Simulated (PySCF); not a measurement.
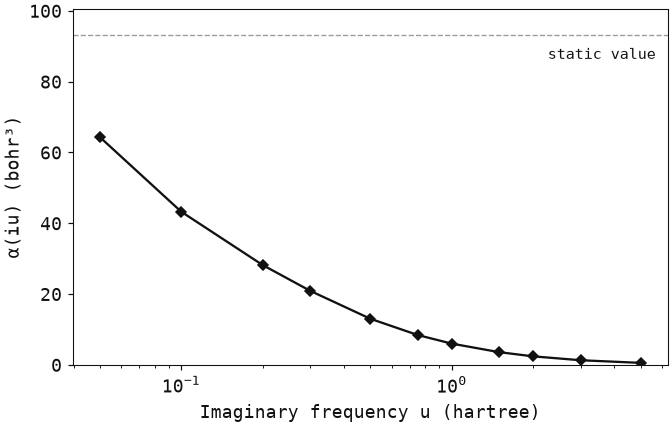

Dipole polarisability at imaginary frequency of an atom or ion with 73 electrons in the configuration [Xe] 4f¹⁴ 5d⁵. Coupled response at the HF level; PySCF, x2c-TZVPPall plus 1 diffuse shell for each l, spin-free X2C-1e, unrestricted single determinants, no spin-orbit coupling.

Question: Which species is it, and what does the curve give?

Answer: Ta I (neutral tantalum). The static dipole polarisability is 93.0 bohr³; α(iu) falls to half of it near u = 0.090 hartree. The Casimir–Polder integral gives C₆ = 732 hartree bohr⁶ for two such species.
